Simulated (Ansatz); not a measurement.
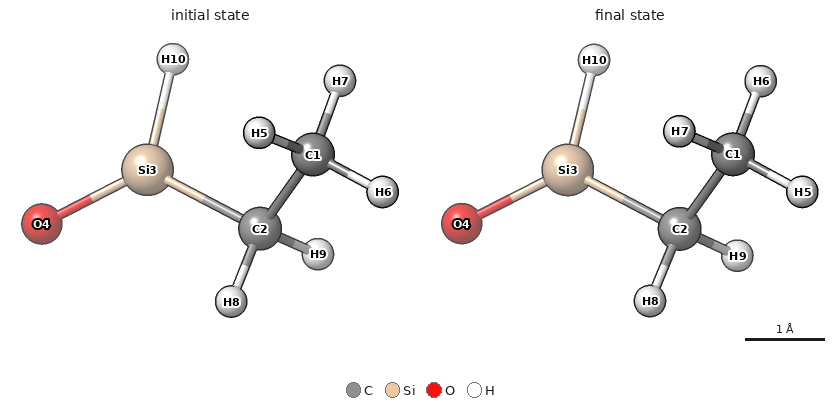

The two relaxed end points of a path for C₂H₆OSi. The picture is a ball-and-stick view, seen from a free direction.

Method: RKS revPBE/def2-SVP (Ansatz 0.2.0).

Run with 7 movable images; climbing image; force threshold 0.05 eV/Å; iteration limit 60.

Start:
```xyz
10

C    -1.0483    0.6825   -0.3465
C    -0.2365   -0.2899    0.5366
Si    1.5202   -0.6534   -0.0674
O     2.2365   -2.0372   -0.0694
H    -1.2570    0.2531   -1.3481
H    -2.0263    0.9204    0.1206
H    -0.5175    1.6453   -0.5020
H    -0.7527   -1.2640    0.6714
H    -0.1151    0.1339    1.5617
H     2.1967    0.6094   -0.5568
```

End:
```xyz
10

C    -1.0440    0.6744   -0.3745
C    -0.2857   -0.4086    0.4233
Si    1.5674   -0.5317    0.0580
O     2.4023   -1.8389   -0.0925
H    -2.0980    0.7514   -0.0366
H    -0.5870    1.6787   -0.2510
H    -1.0617    0.4493   -1.4609
H    -0.7237   -1.4190    0.2793
H    -0.3579   -0.1994    1.5171
H     2.1882    0.8437   -0.0621
```

What barrier does the band find between them, and by what path?

The two ends have the same energy, and the highest point, image 4, lies 2.20 kcal/mol above the start. The motion is a rotation about the C1–C2 bond by about 120°. No bond forms or breaks between the ends. The band converged in 17 iterations, with a climbing image at the top.

Energies of the converged images:

```json
{"image": "0", "path (Å)": "0.00", "E (kcal/mol)": "0.00"}
{"image": "1", "path (Å)": "0.40", "E (kcal/mol)": "0.31"}
{"image": "2", "path (Å)": "0.80", "E (kcal/mol)": "1.08"}
{"image": "3", "path (Å)": "1.20", "E (kcal/mol)": "1.87"}
{"image": "4", "path (Å)": "1.62", "E (kcal/mol)": "2.20"}
{"image": "5", "path (Å)": "2.16", "E (kcal/mol)": "1.70"}
{"image": "6", "path (Å)": "2.68", "E (kcal/mol)": "0.66"}
{"image": "7", "path (Å)": "3.20", "E (kcal/mol)": "0.09"}
{"image": "8", "path (Å)": "3.73", "E (kcal/mol)": "0.00"}
```

The geometry at the top of the path:

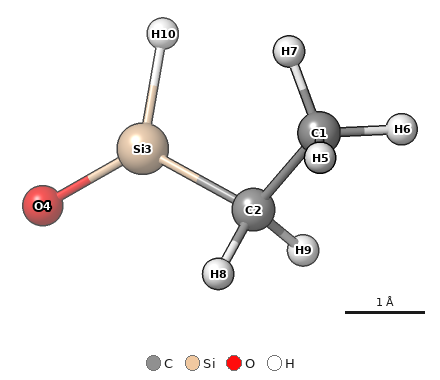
